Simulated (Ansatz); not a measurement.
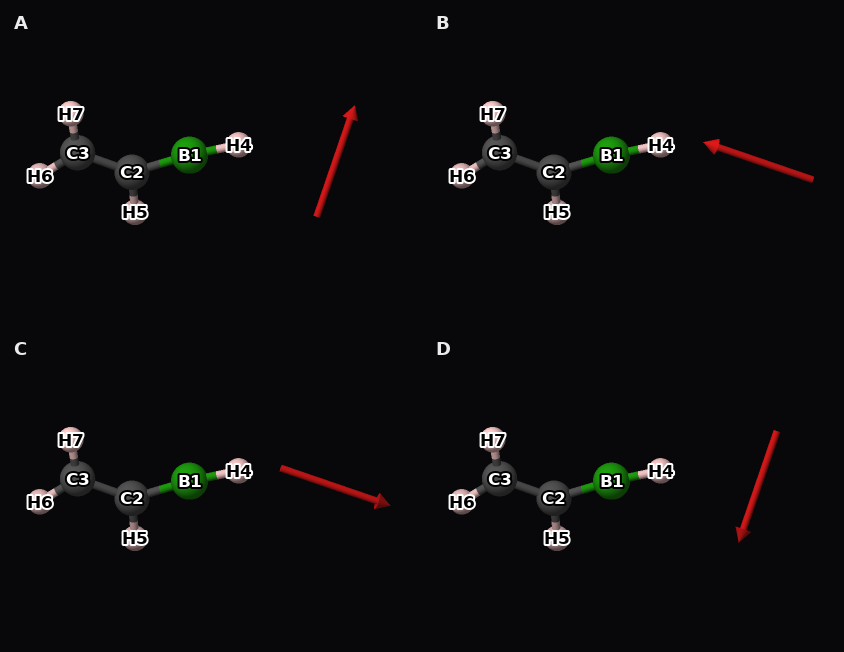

The same molecule four times, each with an arrow. The species is neutral and a spin doublet. The geometry was computed by an optimisation with PBE-D4/def2-SVP. No frequency run is at hand to confirm it as a minimum. Properties computed with UKS PBE-D4/def2-SVP (Ansatz 0.2.0).

Question: Which arrow points along the dipole moment, from the negative to the positive end?

Answer: C. The dipole moment is 0.66 D; it points from the side of H6, H7 to the side of H4 (the outermost atoms at the two ends).
